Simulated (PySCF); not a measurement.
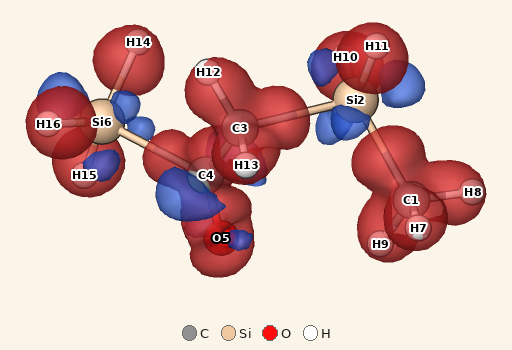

Figure 1: C3H10OSi2, charge +1, doublet, SMILES `C[SiH2]CC(=[O+])[SiH3]`. Deformation density (molecule less spherical, spin-averaged free atoms at the same positions), surfaces at ±0.1 e/Å³; red: gain, blue: loss.

Computed with PySCF, HF/6-31+G*, geometry: GFN2-xTB. No frequency check shows the geometry to be a minimum. The stability of the open-shell solution wasn't checked. GFN2-xTB doesn't know the spin state, so this open-shell geometry is rough.

Input

```python
import numpy as np
from pyscf import gto, scf, dft
from pyscf.scf import atom_ks, atom_hf
from scipy.linalg import block_diag

def solve(mol, dm0=None, hcore=None):
    mf = scf.UHF(mol) if mol.spin else scf.RHF(mol)
    mf = mf.density_fit(auxbasis='def2-universal-jkfit')
    mf.conv_tol, mf.max_cycle = 1e-8, 80
    if hcore is not None:
        mf.get_hcore = lambda *args: hcore
    mf.kernel(dm0)
    if not mf.converged:
        mf = mf.newton().run(mf.mo_coeff, mf.mo_occ, max_cycle=30)
    assert mf.converged, 'SCF not converged'
    return mf

mol = gto.M(atom='''
C      2.66955    -0.85096    -0.14267
Si     1.75480     0.78948    -0.26675
C      0.11106     0.58666     0.89582
C     -0.69515    -0.42763     0.32204
O     -0.55430    -1.57280     0.06314
Si    -2.60397     0.24126    -0.25646
H      3.07215    -1.01405     0.85628
H      3.50778    -0.88083    -0.83465
H      2.02628    -1.69794    -0.37928
H      1.20119     1.10751    -1.58304
H      2.36144     1.93754     0.40248
H     -0.36828     1.55308     0.99711
H      0.48208     0.25343     1.86486
H     -2.17867     1.37789    -1.07317
H     -3.16384    -0.90968    -0.94549
H     -3.13012     0.57679     1.06358
''', basis='6-31+g*', charge=1, spin=1, verbose=4)
mf = solve(mol)
mf.analyze()
# spherically averaged free atoms, for the promolecule
atm = scf.atom_hf.get_atm_nrhf(mol)
pro = block_diag(*[(atm[a[0]][2] * atm[a[0]][3]) @ atm[a[0]][2].T for a in mol._atom])
np.savez('result.npz', e=mf.e_tot, c=mf.mo_coeff, occ=mf.mo_occ, eps=mf.mo_energy, pro=pro, dip=mf.dip_moment(verbose=0), s2=mf.spin_square()[0])
```

Command:

```sh
OMP_NUM_THREADS=1 python input.py
```

The run took 13 s on 1 thread of Intel(R) Xeon(R) Processor @ 2.50GHz (Skylake/Cascade Lake), on a shared host, peak memory 0.49 GiB.

Partitions, critical points and surface values were worked out afterwards from this run's density.

### How much density has each bond gained at its critical point, relative to the free atoms?

The five largest and four smallest: C4–O5: +0.73 e/Å³ at the bond critical point (bond length 1.18 Å). C3–H12: +0.67 e/Å³ at the bond critical point (bond length 1.08 Å). C1–H8: +0.63 e/Å³ at the bond critical point (bond length 1.09 Å). C1–H7: +0.63 e/Å³ at the bond critical point (bond length 1.09 Å). C3–H13: +0.62 e/Å³ at the bond critical point (bond length 1.09 Å). Si2–H10: +0.24 e/Å³ at the bond critical point (bond length 1.46 Å). C1–Si2: +0.23 e/Å³ at the bond critical point (bond length 1.88 Å). Si2–C3: +0.05 e/Å³ at the bond critical point (bond length 2.02 Å); up to 0.6 Å beside the axis the gain reaches +0.34 e/Å³. C4–Si6: +0.01 e/Å³ at the bond critical point (bond length 2.10 Å). In all, 3.5 electrons gather in the regions of gain relative to the promolecule of neutral atoms (the regions of loss give up this much and the cation's charge besides). A small or negative value marks a very polar bond, one between electron-rich atoms, whose free-atom densities already overlap strongly, a long bond to a heavier atom, or a closed-shell contact such as a hydrogen bond.
